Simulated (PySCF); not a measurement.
C₃H₃NS, SMILES `c1cscn1`.

Method: TPSS/def2-TZVP; geometry: GFN2-xTB; program: PySCF. No frequency check shows the geometry to be a minimum. GFN2-xTB bond lengths at metals and heavier atoms can be off by up to 0.1 Å and shapes distorted, which carries into these values.

Input

```python
import numpy as np
from pyscf import gto, scf, dft, lo
from pyscf.data.elements import chemcore

def solve(mol, dm0=None, hcore=None):
    mf = (dft.UKS if mol.spin else dft.RKS)(mol, xc='tpss')
    mf.grids.level = 3
    mf = mf.density_fit(auxbasis='def2-universal-jkfit')
    mf.conv_tol, mf.max_cycle = 1e-8, 80
    if hcore is not None:
        mf.get_hcore = lambda *args: hcore
    mf.kernel(dm0)
    if not mf.converged:
        mf = mf.newton().run(mf.mo_coeff, mf.mo_occ, max_cycle=30)
    assert mf.converged, 'SCF not converged'
    return mf

mol = gto.M(atom='''
C      1.28997    -0.58378     0.00000
C      0.08185    -1.20557     0.00000
S     -1.18573    -0.04469     0.00000
C      0.03252     1.19448     0.00000
N      1.23931     0.76835     0.00000
H      2.24771    -1.07109     0.00000
H     -0.13666    -2.25366     0.00000
H     -0.24055     2.23053     0.00000
''', basis='def2-tzvp', charge=0, spin=0, verbose=4)
mf = solve(mol)
occ_all = mf.mo_coeff[:, mf.mo_occ > 0]
occ = occ_all[:, chemcore(mol):]
pm = lo.PM(mol, occ, pop_method='meta_lowdin')
loc = pm.kernel()
for _ in range(5):
    new, stable = pm.stability_jacobi(return_status=True)
    if stable:
        break
    loc = pm.kernel(new)
fock, s = mf.get_fock(), mf.get_ovlp()
ortho = lo.orth_ao(mol, 'meta_lowdin')
labels = mol.ao_labels(fmt=None)
vir = loc[:, :0]
both = np.hstack([loc, vir])
p = (ortho.T @ s @ both) ** 2
pop = np.array([p[[l[0] == a for l in labels]].sum(0) for a in range(mol.natm)])
spd = np.array([[p[[l[0] == a and l[2][-1] == k for l in labels]].sum(0) for k in 'spd'] for a in range(mol.natm)])
eps = np.einsum('pi,pq,qi->i', both, fock, both)
for i in np.argsort(eps):
    top = np.argsort(-pop[:, i])[:3]
    print('%3d %s %9.4f Eh ' % (i + 1, 'occ' if i < loc.shape[1] else 'vir', eps[i]), '  '.join('%s%d %.3f' % (mol.atom_symbol(a), a + 1, pop[a, i]) for a in top))
np.savez('result.npz', c=both, nocc=loc.shape[1], pop=pop, spd=spd, eps=eps, e=mf.e_tot)
```

Command:

```sh
OMP_NUM_THREADS=1 python input.py
```

The run took 24 s on 1 thread of Intel(R) Xeon(R) 6975P-C (Granite Rapids), with other jobs on the host, peak memory 0.67 GiB.

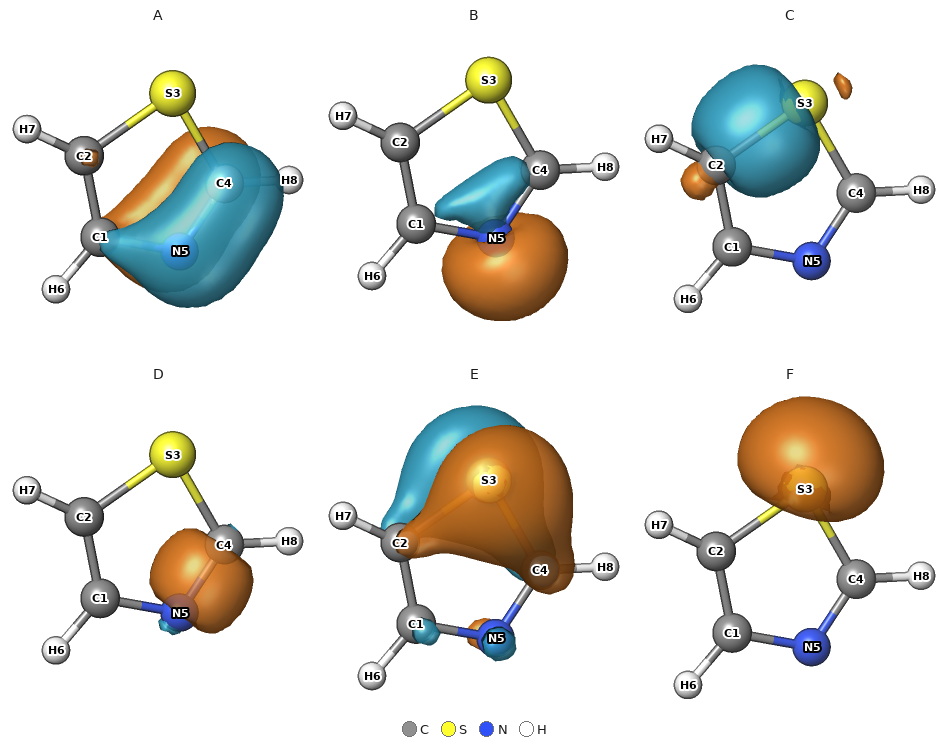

Pipek–Mezey orbitals, occupied; each surface holds about 80 % of the orbital's density. Energies are diagonal elements of the Fock matrix.

Q: Identify each orbital.

A: By panel:
- A: π bond N5–C4 (N5 53 %, C4 40 %, C1 4 %; −8.7 eV)
- B: lone pair on N5 (sp1.9-type) (N5 93 %; −8.5 eV)
- C: σ bond S3–C2 (S3 51 %, C2 48 %; −14.6 eV)
- D: σ bond N5–C4 (N5 55 %, C4 45 %; −18.9 eV)
- E: p-type lone pair on S3, partly delocalised onto C4 and C2 (S3 81 %, C4 8 %, C2 5 %; −7.7 eV)
- F: lone pair on S3 (sp0.5-type) (S3 99 %; −13.1 eV)
